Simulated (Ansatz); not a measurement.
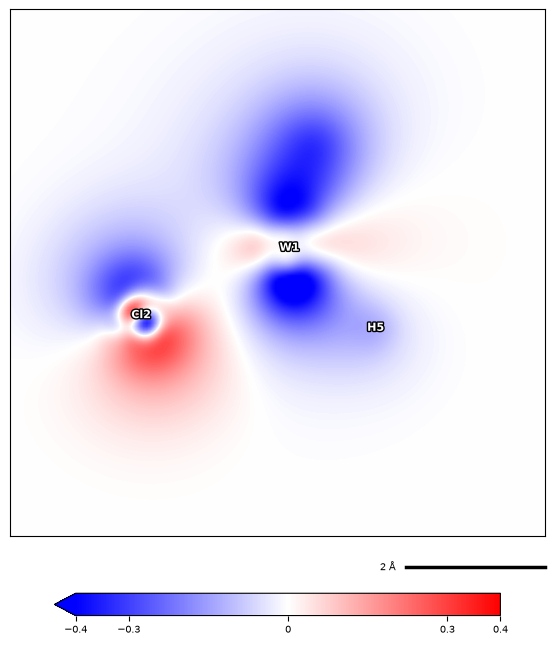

ClH₅W. The HOMO−1 on the plane of atoms Cl2, W1 and H5 (values in Å⁻³ᐟ²; the overall sign is arbitrary).

Core potentials replace the inner electrons of W; not at a stationary point (largest force 1.6 eV/Å).

Theory: Ansatz, RKS B3LYP-D4/def2-SVP.

```xyz
7

W    -0.0375    0.1817    0.3618
Cl    0.9950    0.2485    2.4704
H     1.3674   -0.7333    0.1134
H    -0.1402    1.7276   -0.3425
H    -1.5319   -0.6251    0.3880
H    -0.1482   -1.1516   -0.6452
H     0.7166    0.3522   -1.1246
```

Question: What is the character of this orbital?

Answer: By Hirshfeld shares it lies mainly on W1 (about 45 %), H6 (about 15 %), H7 (about 15 %) and Cl2 (about 15 %). Its energy is −8.72 eV.
